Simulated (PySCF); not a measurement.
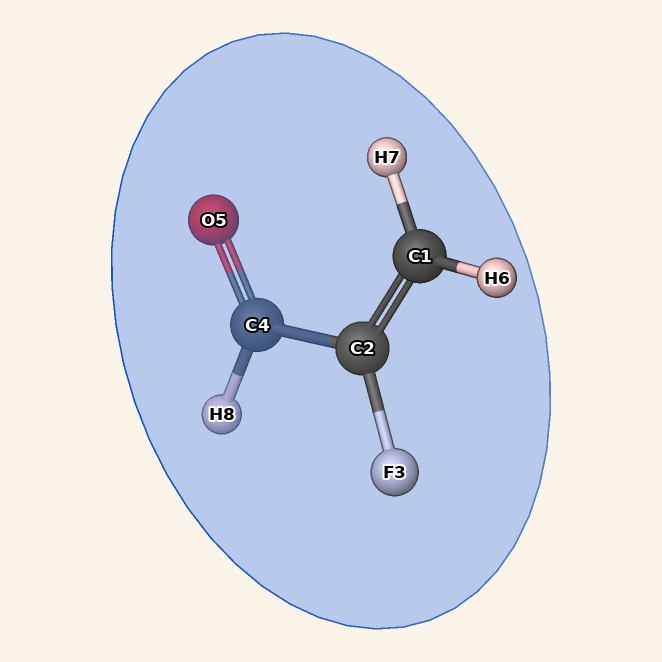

A disc through the centre of mass is drawn in. Atoms fade into the background with distance from the viewer. Computed geometry: PBE0-D3(BJ)/def2-SVP optimisation. No frequency run is at hand to confirm it as a minimum.

Q: Is the plane of the disc a mirror plane of the structure?

A: No. The point group is Cs, with 1 mirror plane, and this plane isn't one of its mirror planes.
